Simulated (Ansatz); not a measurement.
# P₄: frequency calculation

System: P₄.
Method: PBE/def2-TZVP, RKS, dispersion D3(BJ) (Ansatz 0.2.0).

The geometry was optimised with PBE-D3(BJ)/def2-TZVP. Figures and captions count atoms from 1; the log counts them from 0 in places.

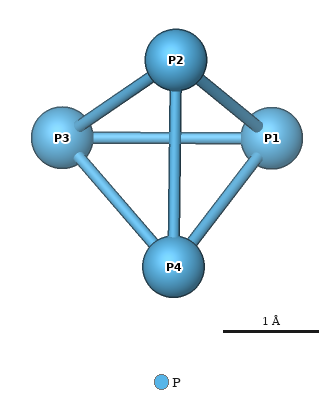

Fig. 1: The structure (ball-and-stick view, seen at a tilt; atoms are numbered from 1 in the order of the input).

### The input
```yaml
crystal:
  periodic: [false, false, false]
  atoms:
    - {symbol: P, position_ang: [-0.732722, -0.101090, 1.131673]}
    - {symbol: P, position_ang: [1.309031, 0.111011, 0.319149]}
    - {symbol: P, position_ang: [-0.187016, -1.103681, -0.758024]}
    - {symbol: P, position_ang: [-0.389294, 1.093761, -0.692697]}
basis:
  gaussian:
    orbitals: def2-TZVP
hamiltonian:
  xc: pbe
  dispersion: d3bj
phonons:
  temperatures: {t_min: 298.15, t_max: 298.15, t_step: 1}
```

Run on 1 thread of Arm Neoverse N1, 80 GiB of memory available, shared host.

Command:
```bash
ansatz run in.yaml --threads 1 --pin off --max-ram 3480MiB --events-out events.jsonl --progress --plain --runs-dir runs
```

### Output
```
Functional definition: PBE
  name "PBE"
  parameter kappa = 0.804
  parameter beta = 0.06672455060314922
  exchange = pbe_x(kappa = kappa, mu = beta*pi^2/3)
  correlation = pbe_c(beta = beta)
1080 factors; their error is unknown
mean field evaluation 1: about -37138.1797 eV, gradient 3.0e1 eV
mean field evaluation 2: about -37132.7731 eV, gradient 5.3e1 eV
mean field evaluation 4: about -37140.9974 eV, gradient 3.0e-1 eV
mean field evaluation 8: about -37140.9907 eV, gradient 4.8e-2 eV
mean field -37140.99075172 eV, -1364.9062350578 hartree, gradient 2.1e-6 eV, S^2 0.000000; 0 other end points of the search recorded, 0 dependent functions left out
the calculation of the forces begins
reference -37140.99078366 eV, -1364.9062362319 hartree; 30, 30 occupied and 118, 118 virtual orbitals, 1080 factors
these checks for a lower state are left out or cut short: stability, starts, cluster_reference, orbital_swaps, neighbouring_geometries, increment
1080 factors; their error is unknown
mean field evaluation 16: about -37140.9976 eV, gradient 1.1e-1 eV
mean field -37140.99070931 eV, -1364.9062334995 hartree, gradient 1.9e-6 eV, S^2 0.000000; 0 other end points of the search recorded, 0 dependent functions left out
the calculation of the forces begins
reference -37140.99074126 eV, -1364.9062346734 hartree; 30, 30 occupied and 118, 118 virtual orbitals, 1080 factors
these checks for a lower state are left out or cut short: stability, starts, cluster_reference, orbital_swaps, neighbouring_geometries, increment
1080 factors; their error is unknown
mean field -37140.99072110 eV, -1364.9062339329 hartree, gradient 2.1e-6 eV, S^2 0.000000; 0 other end points of the search recorded, 0 dependent functions left out
the calculation of the forces begins
reference -37140.99075306 eV, -1364.9062351071 hartree; 30, 30 occupied and 118, 118 virtual orbitals, 1080 factors
these checks for a lower state are left out or cut short: stability, starts, cluster_reference, orbital_swaps, neighbouring_geometries, increment
1080 factors; their error is unknown
mean field evaluation 32: about -37140.9907 eV, gradient 4.3e-5 eV
mean field -37140.99071906 eV, -1364.9062338579 hartree, gradient 2.2e-6 eV, S^2 0.000000; 0 other end points of the search recorded, 0 dependent functions left out
the calculation of the forces begins
reference -37140.99075101 eV, -1364.9062350321 hartree; 30, 30 occupied and 118, 118 virtual orbitals, 1080 factors
these checks for a lower state are left out or cut short: stability, starts, cluster_reference, orbital_swaps, neighbouring_geometries, increment
1080 factors; their error is unknown
mean field -37140.99070629 eV, -1364.9062333884 hartree, gradient 2.0e-6 eV, S^2 0.000000; 0 other end points of the search recorded, 0 dependent functions left out
the calculation of the forces begins
reference -37140.99073823 eV, -1364.9062345624 hartree; 30, 30 occupied and 118, 118 virtual orbitals, 1080 factors
these checks for a lower state are left out or cut short: stability, starts, cluster_reference, orbital_swaps, neighbouring_geometries, increment
1080 factors; their error is unknown
mean field -37140.99070766 eV, -1364.9062334387 hartree, gradient 1.9e-6 eV, S^2 0.000000; 0 other end points of the search recorded, 0 dependent functions left out
the calculation of the forces begins
reference -37140.99073960 eV, -1364.9062346127 hartree; 30, 30 occupied and 118, 118 virtual orbitals, 1080 factors
these checks for a lower state are left out or cut short: stability, starts, cluster_reference, orbital_swaps, neighbouring_geometries, increment
1080 factors; their error is unknown
mean field -37140.99071997 eV, -1364.9062338911 hartree, gradient 2.1e-6 eV, S^2 0.000000; 0 other end points of the search recorded, 0 dependent functions left out
the calculation of the forces begins
reference -37140.99075192 eV, -1364.9062350653 hartree; 30, 30 occupied and 118, 118 virtual orbitals, 1080 factors
these checks for a lower state are left out or cut short: stability, starts, cluster_reference, orbital_swaps, neighbouring_geometries, increment
1080 factors; their error is unknown
mean field -37140.99071961 eV, -1364.9062338780 hartree, gradient 2.2e-6 eV, S^2 0.000000; 0 other end points of the search recorded, 0 dependent functions left out
the calculation of the forces begins
reference -37140.99075156 eV, -1364.9062350522 hartree; 30, 30 occupied and 118, 118 virtual orbitals, 1080 factors
these checks for a lower state are left out or cut short: stability, starts, cluster_reference, orbital_swaps, neighbouring_geometries, increment
1080 factors; their error is unknown
mean field evaluation 64: about -37140.9907 eV, gradient 4.0e-5 eV
mean field -37140.99070714 eV, -1364.9062334195 hartree, gradient 1.9e-6 eV, S^2 0.000000; 0 other end points of the search recorded, 0 dependent functions left out
the calculation of the forces begins
reference -37140.99073908 eV, -1364.9062345935 hartree; 30, 30 occupied and 118, 118 virtual orbitals, 1080 factors
Total energy: -37141.20648159 eV, -1364.9141629844 hartree
Atom 0 at    -0.732722    -0.101090     1.131673 Å, force     0.000019     0.000003    -0.000029 eV/Å
Atom 1 at     1.309031     0.111011     0.319149 Å, force    -0.000034    -0.000003    -0.000008 eV/Å
Atom 2 at    -0.187016    -1.103681    -0.758024 Å, force     0.000005     0.000023     0.000020 eV/Å
Atom 3 at    -0.389294     1.093761    -0.692697 Å, force     0.000010    -0.000023     0.000018 eV/Å
Dipole moment:    -0.000000    -0.000000    -0.000000 e Å
Vibrations: 373.26 373.26 463.49 463.49 463.49 604.35 cm⁻¹, zero-point energy 0.169940 eV
```

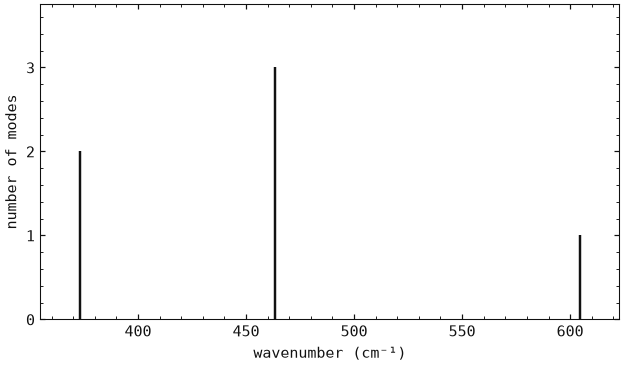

Fig. 2: Harmonic vibrational wavenumbers from the force constants; neighbouring modes closer than 3 cm⁻¹ are counted in one stick. 6 modes from 373 to 604 cm⁻¹, none imaginary.

### Summary

```csv
quantity,value
outcome,converged
total energy,−1364.914163 hartree
SCF energy,−1364.906236 hartree
dispersion energy,−0.007927 hartree
basis functions,148
largest force,0.000 eV/Å
zero-point energy,0.006245 hartree
dipole moment,0.00 D
"wavenumbers, lowest and highest",373 and 604 cm⁻¹
wall time,38 s
peak memory,0.18 GiB
```

Notes on the run: dispersion at fixed coordination numbers.
